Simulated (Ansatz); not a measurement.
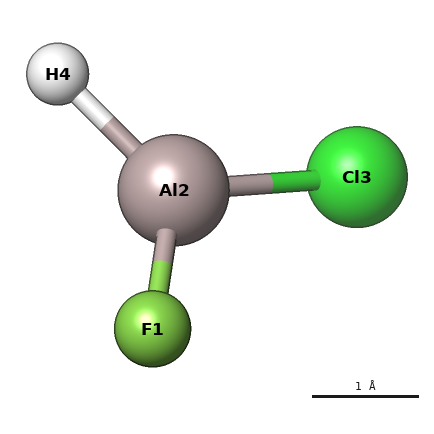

The atoms are numbered. Computed geometry: PBE0-D4/def2-TZVP optimisation. No frequency run is at hand to confirm it as a minimum.

### Describe the coordination of atom 2.

Al2 has 3 neighbours (F1 at 1.64, Cl3 at 2.08, H4 at 1.56 Å); the arrangement is trigonal planar.
